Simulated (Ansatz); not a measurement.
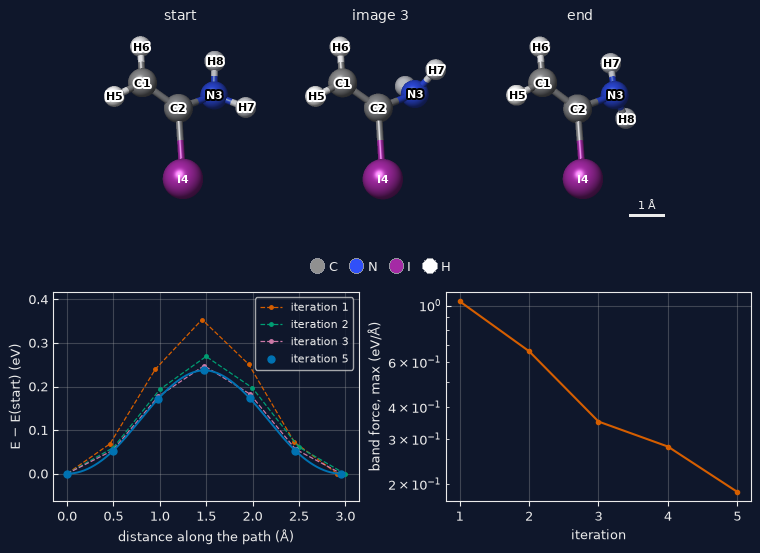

NEB run on C2H4IN. Images are numbered from 0 (start) to 6 (end). The plot follows the band through its iterations. The picture is a ball-and-stick view, seen at a tilt.

Computed with Ansatz 0.2.0, RHF/def2-SVP. Settings: 5 movable images; climbing image; force threshold 0.2 eV/Å; iteration limit 60; starting path by image-dependent pair potential.

**How did the profile develop, and is the result final?**

The run is converged, with reservations. The band converged in 5 iterations. The largest component of the band force went from 1 to 0.19 eV/Å. The climbing image converged on the top of the path. Its curvatures weren't checked. The force threshold is loose. The first iteration put the highest image at 0.354 eV. The two ends have the same energy, and the highest point, image 3, lies 0.237 eV above the start.

The run took 66 s on 1 thread of Arm Neoverse V2 (shared host), peak memory 0.19 GiB.
